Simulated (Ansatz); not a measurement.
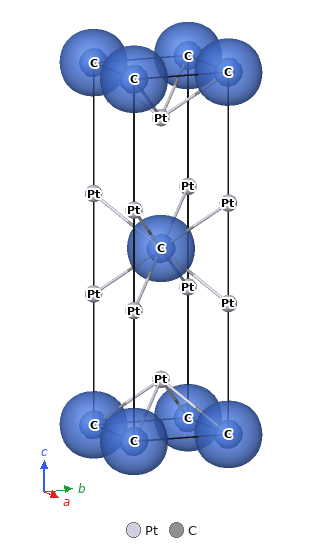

*Pt$_{2}$C. Isosurface of the electron localisation function at 0.55 (blue), seen slightly off an axis. Core shells and regions of very low density are left out. Sticks mark near contacts.*

Space group I4/mmm; started from the MoSi2 (C11b)_139 prototype, which need not be the ambient phase.

Method: DFT PBE, scalar-relativistic, plane waves, PAW in Ansatz.

```yaml
crystal:
  lattice:
    - [2.76376, 0.00000, 0.00000]
    - [0.00000, 2.76376, 0.00000]
    - [0.00000, 0.00000, 9.90787]
  atoms:
    - { symbol: Pt, position: [0.50000, 0.50000, 0.13861] }
    - { symbol: Pt, position: [0.00000, 0.00000, 0.63861] }
    - { symbol: Pt, position: [0.00000, 0.00000, 0.36139] }
    - { symbol: Pt, position: [0.50000, 0.50000, 0.86139] }
    - { symbol: C, position: [0.00000, 0.00000, 0.00000] }
    - { symbol: C, position: [0.50000, 0.50000, 0.50000] }
```

Question: Where are the electrons localised?

Answer: At this value the surface marks out two regions wrapped around C (the valence shell of each), counted in one cell of 6 atoms. Any copies at cell faces, edges or corners count once. Profiles from the grid: Pt–C (2.39 Å): the ELF peaks at about 0.80 in the valence shell of C, 0.7 Å from its nucleus, and drops to about 0.30 between the two atoms.
